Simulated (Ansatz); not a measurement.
The calculation's input:

```
crystal:
  lattice:
    - [3.6843342416, 0.0, 0.0]
    - [-1.8421671208, 3.1907270493, 0.0]
    - [0.0, 0.0, 20.4166457174]
  atoms:
    - { symbol: Hf, position: [0.0, 0.0, 0.0] }
    - { symbol: Sn, position: [0.0, 0.0, 0.6681737232] }
    - { symbol: Sn, position: [0.0, 0.0, 0.3318262768] }
    - { symbol: S, position: [0.3333333333, 0.6666666667, 0.7409116362] }
    - { symbol: S, position: [0.3333333333, 0.6666666667, 0.0701018375] }
    - { symbol: S, position: [0.3333333333, 0.6666666667, 0.4045605087] }
    - { symbol: S, position: [0.6666666667, 0.3333333333, 0.9298981625] }
    - { symbol: S, position: [0.6666666667, 0.3333333333, 0.2590883638] }
    - { symbol: S, position: [0.6666666667, 0.3333333333, 0.5954394913] }
basis:
  ecutwfc: 420
kpoints:
  mp_grid: { grid: [12, 12, 2] }
hamiltonian:
  xc: pbe
scf:
  occupations: { method: fixed }
output:
  forces: true
  stress: true
  eigenvalues: true
  write_density: true
  write_potential: true
  elf: true
  volumetric_format: npy
relax:
  adjacent_minimum: "off"
  f_tol: 0.001
  max_steps: 60
  cell: { stress_tol: 0.01 }
```

Launched as:

```sh
ansatz run input.yaml --threads 1 --pin off --max-ram 2560MiB --backend cpu --events-out ev --progress --plain --runs-dir out
```

Below, planes, directions and counts refer to the conventional cell (a = 3.68 Å, b = 3.68 Å, c = 20.81 Å, α = 90.00°, β = 90.00°, γ = 120.00°).

The fields are those of the run's last geometry, not of the input's.

Space group P-3m1; a structure generated by program, which may or may not match a known phase.

Method: DFT PBE, scalar-relativistic, plane waves, PAW (Ansatz 0.2.0).

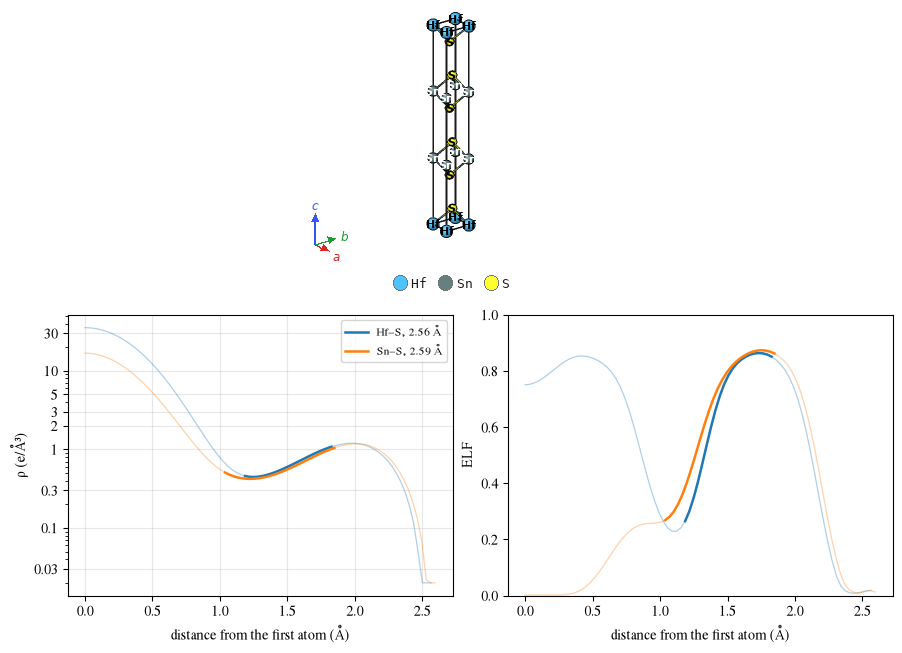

HfSn2S6. Valence charge density (pseudo) and ELF along straight lines between neighbouring atoms. Thin, pale parts lie inside the atomic spheres. The structure is drawn too.

In a PAW calculation such maps are meaningful between the atoms, not at the nuclei.

> Compare the contacts.

Hf–S (2.56 Å): the density is about 0.45 e/Å³ at the midpoint; the ELF peaks at about 0.85 in the valence shell of S, 0.8 Å from its nucleus, and is about 0.40 at the midpoint.
Sn–S (2.59 Å): ρ is about 0.43 e/Å³ halfway; the ELF peaks at about 0.85 in the valence shell of S, 0.8 Å from its nucleus, and is about 0.55 at the midpoint.
